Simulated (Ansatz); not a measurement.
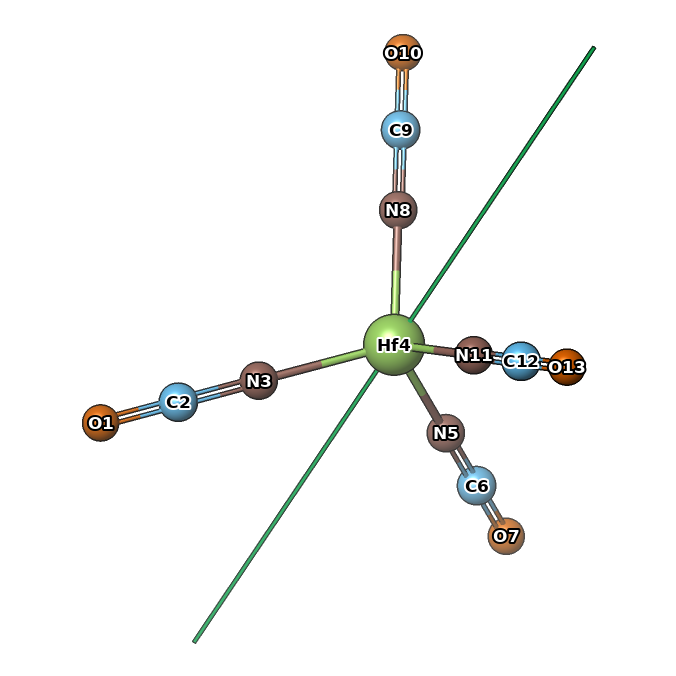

A line through the centre of mass is drawn in. Atoms fade into the background with distance from the viewer. The species is neutral and a spin singlet. Computed geometry: PBE0-D4/def2-TZVP optimisation.

**Is the line a proper rotation axis of the structure, and of what order?**

Yes, a C2 axis. A turn by 180° leaves Hf4 in place and moves O1 ↔ O7; C2 ↔ C6; N3 ↔ N5; N8 ↔ N11; C9 ↔ C12; O10 ↔ O13. The point group is Td.
